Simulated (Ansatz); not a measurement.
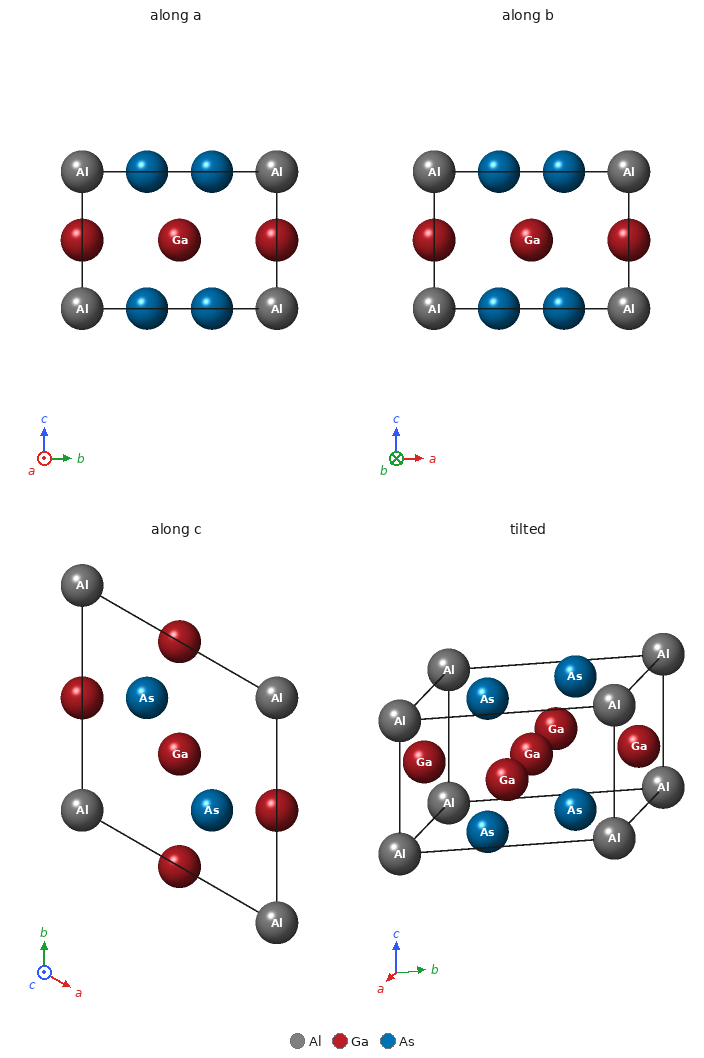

Drawn in the spheres-only manner and seen along the a axis, along the b axis, along the c axis and slightly off an axis. The edges of the conventional unit cell are marked.

Lattice parameters: a = 6.376 Å, b = 6.376 Å, c = 3.881 Å, α = 90.00°, β = 90.00°, γ = 120.00°.

**Write down what is shown as a table of Wyckoff sites.**

Space group P6/mmm (No. 191).
```tsv
atom	site	x	y	z
Al	1a	0.0000	0.0000	0.0000
Ga	3g	0.5000	0.5000	0.5000
As	2c	0.6667	0.3333	0.0000
```

Starting structure: a structure type filled with these elements by a generator (whether the compound takes this form wasn't checked). The geometry was optimised with Ansatz, DFT PBE, scalar-relativistic, plane waves, PAW.
